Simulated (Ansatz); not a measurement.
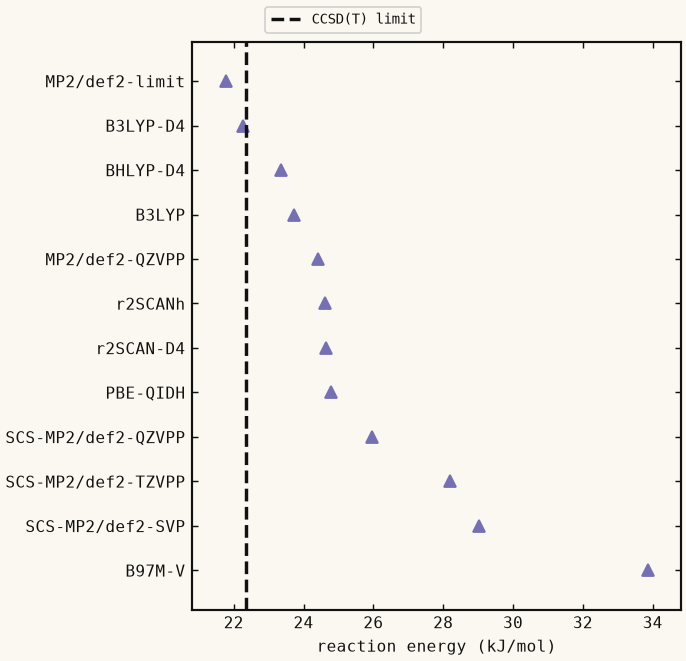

Electronic reaction energy of SnHCl₃ ([Cl][SnH]([Cl])[Cl]) + CH₄Se (C[SeH]) → SnH₂SeCl₂ ([Cl][SnH]([Cl])[SeH]) + CH₃Cl (CCl) (SMILES in brackets) at several levels (functionals in def2-TZVPP unless a basis is named), isolated molecules at PBE0-D4 triple-zeta geometries, minima by their frequencies, no zero-point or thermal terms, the Ansatz code. The line is frozen-core CCSD(T) at the basis limit (MP2 extrapolated from triple and quadruple zeta, plus CCSD(T) less MP2 in a smaller set). PBE-QIDH holds a correlation term that converges slowly with the basis, so part of the distance to the limit is basis error. No dispersion term is added to B3LYP, r2SCANh and PBE-QIDH. The distance of MP2/def2-QZVPP, SCS-MP2/def2-QZVPP, SCS-MP2/def2-TZVPP and SCS-MP2/def2-SVP to the limit includes basis error. Core potentials past Kr. The limit lies 5.5 kJ/mol from CCSD(T)/def2-TZVPP, so the line itself is uncertain by a part of that.

> What range do the values span, the line included?

From 21.8 kJ/mol (MP2/def2-limit) to 33.9 kJ/mol (B97M-V).

> What do zero-point energy and temperature add?

Zero-point change −0.4 kJ/mol; at 298.15 K and 1 bar the CCSD(T) limit plus thermal terms gives an enthalpy of reaction of 23.1 and a free energy of 20.8 kJ/mol (harmonic PBE0-D4 modes, ideal gas).

Known limits of this run: no scalar relativity up to krypton; outer-core shells are correlated without core-valence functions, which makes the correlated values less sure; spin-orbit coupling is left out, and with Sn it can shift these values.
